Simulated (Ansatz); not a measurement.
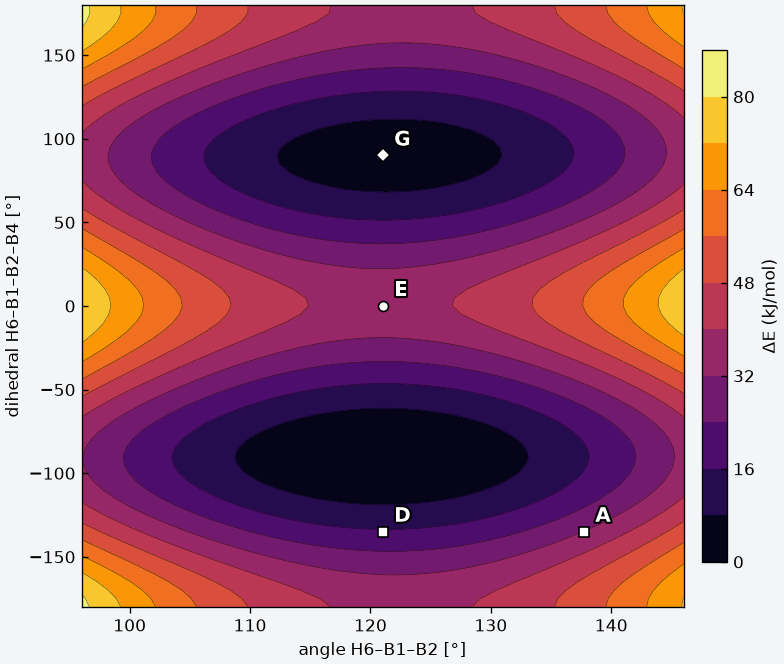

B3F2H3, SMILES BB(F)BF. 
- The first coordinate is: angle H6–B1–B2; the second: dihedral H6–B1–B2–B4.
- Nothing is relaxed (all other coordinates rigid).
- Grid: 7 × 8 points.
- Energies: kJ/mol, counted from the lowest grid point.
- Computed with RKS PBE0-D4/def2-SVP in Ansatz 0.2.0.

In the figure: filled contours, lettered points. Between grid points the surface is interpolated.

### Is D the lowest point of the computed grid?

No. D lies 16.8 kJ/mol above the lowest grid point, which is at angle H6–B1–B2 = 121.0°, dihedral H6–B1–B2–B4 = −90°.

### Rank the lettered points by energy, lowest first.

G (3.3 kJ/mol), D (16.8 kJ/mol), A (32.1 kJ/mol), E (37.6 kJ/mol).
